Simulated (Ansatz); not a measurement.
# GeH8N2SSi: two geometries relaxed

Aim: relax the geometries before and after the inversion of the pyramid at N1, and see whether they are two minima and how far apart in energy. SMILES of the start: N[SiH2][NH][GeH2][SH].

Method: RKS LDA/def2-SVP, in Ansatz 0.2.0.

### 1 The structure to begin with

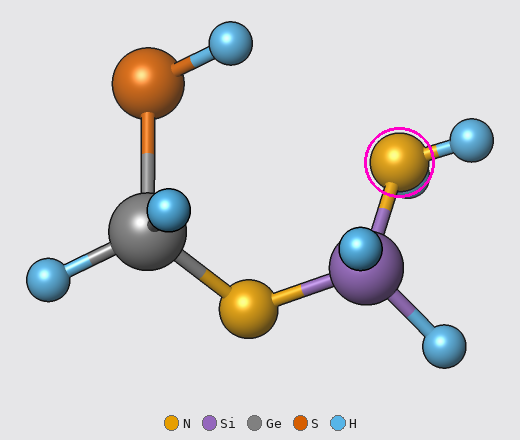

The starting structure, seen from a free direction (nitrogen amber, silicon purple, germanium grey, sulfur orange, hydrogen blue). Ringed: N1.

Structure file:

```xyz
13

N    -0.9703    1.1625    0.9751
Si   -0.1307   -0.3074    1.3103
N     1.2837   -0.4202    0.2412
Ge    0.8179   -0.8522   -1.4707
S    -0.1702    0.8973   -2.4726
H    -0.3726    2.0128    1.1843
H    -1.7776    1.2600    1.6533
H    -0.9703   -1.4457    1.0930
H     0.3112   -0.2745    2.7579
H     1.7438    0.5321    0.2273
H    -0.2879   -2.0279   -1.3941
H     1.9896   -1.3069   -2.2826
H    -1.4463    0.7353   -1.8076
```

### 2 End point A

input.yaml

```yaml
crystal:
  periodic: [false, false, false]
  atoms:
    - { symbol: "N", position_ang: [-0.9703, 1.1625, 0.9751] }
    - { symbol: Si, position_ang: [-0.1307, -0.3074, 1.3103] }
    - { symbol: "N", position_ang: [1.2837, -0.4202, 0.2412] }
    - { symbol: Ge, position_ang: [0.8179, -0.8522, -1.4707] }
    - { symbol: S, position_ang: [-0.1702, 0.8973, -2.4726] }
    - { symbol: H, position_ang: [-0.3726, 2.0128, 1.1843] }
    - { symbol: H, position_ang: [-1.7776, 1.26, 1.6533] }
    - { symbol: H, position_ang: [-0.9703, -1.4457, 1.093] }
    - { symbol: H, position_ang: [0.3112, -0.2745, 2.7579] }
    - { symbol: H, position_ang: [1.7438, 0.5321, 0.2273] }
    - { symbol: H, position_ang: [-0.2879, -2.0279, -1.3941] }
    - { symbol: H, position_ang: [1.9896, -1.3069, -2.2826] }
    - { symbol: H, position_ang: [-1.4463, 0.7353, -1.8076] }
basis:
  gaussian: { orbitals: def2-SVP }
hamiltonian:
  xc: lda
relax:
  f_tol: 0.015
  max_steps: 40
```

Run with:

```bash
ansatz run input.yaml --threads 2 --pin off --max-ram 3072MiB --backend cpu --events-out ev --progress --plain --runs-dir out
```

What it wrote, cut to the lines that bear on the results:

```text
Warning: RAYON_NUM_THREADS=2 ignored (pool sized by the plan → 2); use --threads N
[...]
Functional definition: SPW92
[...]
1560 factors; their error is unknown
[...]
mean field -78147.24045394 eV, -2871.8581165802 hartree, gradient 2.4e-5 eV, S^2 0.000000; 0 other end points of the search recorded, 0 dependent functions left out
[...]
reference -78147.24049303 eV, -2871.8581180168 hartree; 42, 42 occupied and 94, 94 virtual orbitals, 1560 factors
relax step   1: F+E_penalty+E_count = -78147.24045394 eV  Δ(F+E_penalty+E_count) = +0.000e0 eV  max|allowed force component| = 1.858e0 eV/Å  Δτ_max = 0.0000 Å  (30 SCF iters, accepted)
[...]
relax step   4: F+E_penalty+E_count = -78147.84077611 eV  Δ(F+E_penalty+E_count) = -9.217e-2 eV  max|allowed force component| = 5.948e-1 eV/Å  Δτ_max = 0.1999 Å  (28 SCF iters, accepted)
[...]
relax step   7: F+E_penalty+E_count = -78147.96933295 eV  Δ(F+E_penalty+E_count) = -1.258e-2 eV  max|allowed force component| = 2.008e-1 eV/Å  Δτ_max = 0.1617 Å  (28 SCF iters, accepted)
[...]
relax step  10: F+E_penalty+E_count = -78147.98110347 eV  Δ(F+E_penalty+E_count) = -6.479e-4 eV  max|allowed force component| = 2.750e-1 eV/Å  Δτ_max = 0.0192 Å  (30 SCF iters, accepted)
[...]
relax step  12: F+E_penalty+E_count = -78147.98263556 eV  Δ(F+E_penalty+E_count) = -2.317e-4 eV  max|allowed force component| = 3.750e-2 eV/Å  Δτ_max = 0.0088 Å  (30 SCF iters, accepted)
[...]
1560 factors; their error is unknown
mean field -78147.98279224 eV, -2871.8853970096 hartree, gradient 2.3e-5 eV, S^2 0.000000; 1 other end points of the search recorded, 0 dependent functions left out
[...]
reference -78147.98283134 eV, -2871.8853984464 hartree; 42, 42 occupied and 94, 94 virtual orbitals, 1560 factors
Total energy: -78147.98283134 eV, -2871.8853984464 hartree
Atom 0 at    -1.118503     1.060795     0.830170 Å, force    -0.002188     0.002192    -0.001060 eV/Å
Atom 1 at    -0.041983    -0.218878     1.373981 Å, force    -0.000216     0.001078     0.004895 eV/Å
Atom 2 at     1.165527    -0.551331     0.190114 Å, force    -0.002394    -0.001296    -0.003785 eV/Å
Atom 3 at     0.680688    -0.826674    -1.565226 Å, force     0.004924    -0.005358     0.000064 eV/Å
Atom 4 at    -0.292918     0.992024    -2.353478 Å, force    -0.002256     0.005871     0.002791 eV/Å
Atom 5 at    -0.806352     2.036576     0.915352 Å, force    -0.001554    -0.000463     0.000392 eV/Å
Atom 6 at    -2.109311     0.985174     1.092074 Å, force     0.001420    -0.000892    -0.000344 eV/Å
Atom 7 at    -0.975595    -1.386644     1.544663 Å, force     0.000871     0.001426     0.001144 eV/Å
Atom 8 at     0.675774     0.100005     2.661924 Å, force     0.000598    -0.002254    -0.000505 eV/Å
Atom 9 at     2.100900    -0.154031     0.331521 Å, force    -0.000096     0.000616    -0.001721 eV/Å
Atom 10 at    -0.300234    -2.023372    -1.521724 Å, force     0.001737     0.001500     0.000164 eV/Å
Atom 11 at     1.946104    -1.139756    -2.391197 Å, force    -0.000940    -0.001929     0.001631 eV/Å
Atom 12 at    -0.903797     1.091312    -1.093375 Å, force     0.000094    -0.000492    -0.003666 eV/Å
Dipole moment:    -0.016523     0.188850     0.532402 e Å
```

Run time: 17 s. Hardware: 2 threads of Intel Xeon 6975P-C (Granite Rapids), shared host; peak memory 0.22 GiB.

The steps of the relaxation:

```
step  energy from step 1 (eV)  largest force component (eV/Å)
   1                   0.0000                          1.8583
   2                  -0.3637                          0.9915
   3                  -0.5082                          0.8657
   4                  -0.6003                          0.5948
   5                  -0.6701                          0.2570
   6                  -0.7163                          0.1747
   7                  -0.7289                          0.2008
   8                  -0.7400                          0.1620
  9x                  -0.7399                          0.1489
  10                  -0.7406                          0.2750
  11                  -0.7419                          0.0243
  12                  -0.7422                          0.0375
  13                  -0.7423                          0.0059
```

Step 1 is the start. 1 step was tried and not accepted (marked x).

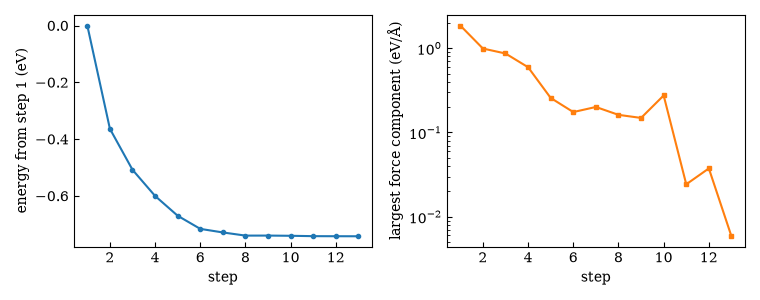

How energy and force went from step to step.

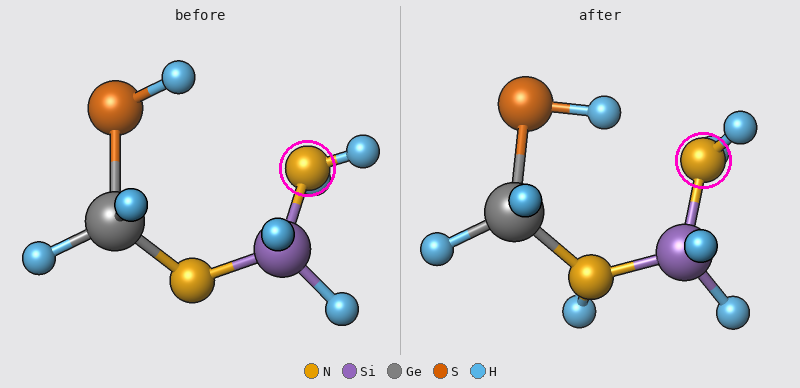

The structure before (left) and after (right), drawn at the same scale.

After: Bond lengths: N1–Si2 1.758 Å, Si2–N3 1.723 Å, N3–Ge4 1.842 Å, Ge4–S5 2.208 Å, N1–H6 1.028 Å, N1–H7 1.028 Å, Si2–H8 1.505 Å, Si2–H9 1.509 Å, N3–H10 1.026 Å, Ge4–H11 1.548 Å, Ge4–H12 1.543 Å, S5–H13 1.404 Å. Angles (14 of 19 angles, heavy atoms first): N1–Si2–N3 110.9°, Si2–N3–Ge4 119.9°, N3–Ge4–S5 109.5°, N1–Si2–H8 102.7°, N1–Si2–H9 113.7°, N3–Si2–H8 111.3°, N3–Si2–H9 107.1°, Si2–N1–H6 118.6°, Si2–N1–H7 117.3°, Si2–N3–H10 118.0°, Ge4–N3–H10 115.4°, N3–Ge4–H11 104.8°, N3–Ge4–H12 108.9°, S5–Ge4–H11 111.6°.

### 3 End point B

The second end starts from a geometry with the move made by hand.

input.yaml, as its differences from that of step 2:

```diff
@@ -8,4 +8,4 @@
     - { symbol: S, position_ang: [-0.1702, 0.8973, -2.4726] }
-    - { symbol: H, position_ang: [-0.3726, 2.0128, 1.1843] }
-    - { symbol: H, position_ang: [-1.7776, 1.26, 1.6533] }
+    - { symbol: H, position_ang: [-0.51739, 1.70164, 0.18249] }
+    - { symbol: H, position_ang: [-1.9307, 0.93099, 0.59401] }
     - { symbol: H, position_ang: [-0.9703, -1.4457, 1.093] }
```

Run with:

```bash
ansatz run input.yaml --threads 2 --pin off --max-ram 3072MiB --backend cpu --events-out ev --progress --plain --runs-dir out
```

What it wrote, cut to the lines that bear on the results:

```text
Warning: RAYON_NUM_THREADS=2 ignored (pool sized by the plan → 2); use --threads N
[...]
Functional definition: SPW92
[...]
1560 factors; their error is unknown
[...]
mean field -78147.20371790 eV, -2871.8567665558 hartree, gradient 5.9e-5 eV, S^2 0.000000; 0 other end points of the search recorded, 0 dependent functions left out
[...]
reference -78147.20375490 eV, -2871.8567679155 hartree; 42, 42 occupied and 94, 94 virtual orbitals, 1560 factors
relax step   1: F+E_penalty+E_count = -78147.20371790 eV  Δ(F+E_penalty+E_count) = +0.000e0 eV  max|allowed force component| = 1.663e0 eV/Å  Δτ_max = 0.0000 Å  (31 SCF iters, accepted)
[...]
relax step   5: F+E_penalty+E_count = -78147.78422257 eV  Δ(F+E_penalty+E_count) = -4.750e-2 eV  max|allowed force component| = 3.883e-1 eV/Å  Δτ_max = 0.1678 Å  (29 SCF iters, accepted)
[...]
Atom 3 at     0.784332    -0.921713    -1.635069 Å, force     0.004948    -0.003572     0.003208 eV/Å
Atom 4 at    -0.194978     0.821817    -2.572450 Å, force    -0.005497     0.000659     0.000824 eV/Å
Atom 5 at    -0.982251     1.990547     0.603901 Å, force    -0.000313    -0.009332     0.000354 eV/Å
Atom 6 at    -2.236774     0.875839     0.743524 Å, force     0.002413     0.005598     0.000314 eV/Å
Atom 7 at    -1.026739    -1.399274     1.406335 Å, force     0.000159     0.000044    -0.001578 eV/Å
Atom 8 at     0.489597     0.222969     2.526388 Å, force    -0.001685    -0.001204    -0.001298 eV/Å
Atom 9 at     2.058337    -0.091065     0.300897 Å, force     0.001440    -0.001044    -0.000324 eV/Å
Atom 10 at    -0.160945    -2.146628    -1.585203 Å, force     0.003192     0.002981    -0.000231 eV/Å
Atom 11 at     2.106281    -1.233962    -2.367791 Å, force    -0.004418     0.000529     0.001578 eV/Å
Atom 12 at    -0.894433     0.952006    -1.362438 Å, force     0.004078     0.002032    -0.003260 eV/Å
Dipole moment:    -0.063659     0.210837     0.515577 e Å
```

Wall time 24 s (2 threads of Intel Xeon 6975P-C (Granite Rapids), shared host); peak memory 0.21 GiB.

Relaxation path:

```
step  energy from step 1 (eV)  largest force component (eV/Å)
   1                   0.0000                          1.6630
   2                  -0.3374                          1.1591
   3                  -0.4514                          1.0513
   4                  -0.5330                          0.2934
   5                  -0.5805                          0.3883
   6                  -0.6572                          0.3756
   7                  -0.7059                          0.4958
   8                  -0.7192                          0.8437
   9                  -0.7443                          0.1957
  10                  -0.7562                          0.2380
  11                  -0.7669                          0.3476
  12                  -0.7738                          0.1152
 13x                  -0.7644                          0.2014
  14                  -0.7781                          0.0584
  15                  -0.7787                          0.0271
  16                  -0.7789                          0.0302
  17                  -0.7789                          0.0275
  18                  -0.7791                          0.0098
```

Step 1 is the start. 1 step was tried and not accepted (marked x).

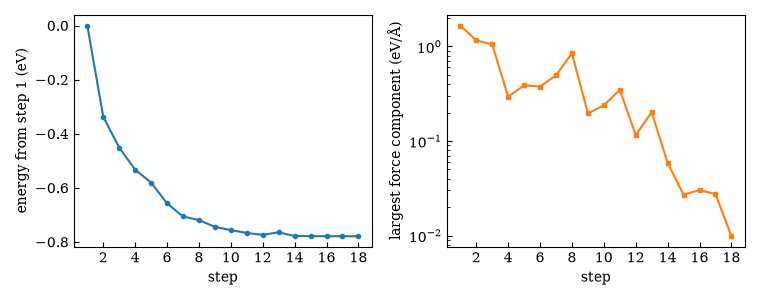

Energy and largest force along the relaxation.

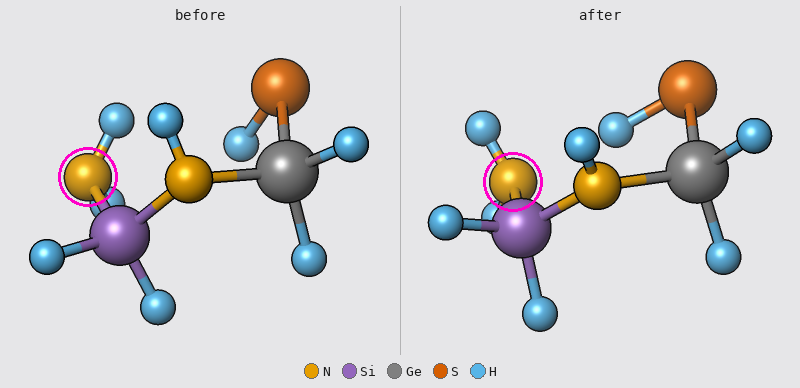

The structure before (left) and after (right), drawn at the same scale.

After: Bond lengths: N1–Si2 1.759 Å, Si2–N3 1.724 Å, N3–Ge4 1.842 Å, Ge4–S5 2.209 Å, N1–H6 1.028 Å, N1–H7 1.028 Å, Si2–H8 1.505 Å, Si2–H9 1.509 Å, N3–H10 1.026 Å, Ge4–H11 1.548 Å, Ge4–H12 1.543 Å, S5–H13 1.404 Å. Angles (14 of 19 angles, heavy atoms first): N1–Si2–N3 111.0°, Si2–N3–Ge4 119.9°, N3–Ge4–S5 109.4°, N1–Si2–H8 102.7°, N1–Si2–H9 113.6°, N3–Si2–H8 111.3°, N3–Si2–H9 107.0°, Si2–N1–H6 118.8°, Si2–N1–H7 117.1°, Si2–N3–H10 117.9°, Ge4–N3–H10 115.3°, N3–Ge4–H11 104.8°, N3–Ge4–H12 109.0°, S5–Ge4–H11 111.6°.

### 4 Outcome

| quantity | value |
| --- | --- |
| end A | 11 moves, 0.742 eV lower |
| end B | 16 moves, 0.779 eV lower |
| largest difference between the ends | 0.02 Å |
| end B relative to end A | +0.000 eV |

In words: Both starts fell into the same minimum (no atom differs by more than 0.02 Å), so from this start no second minimum was found and no band was run; another arrangement could still be one.
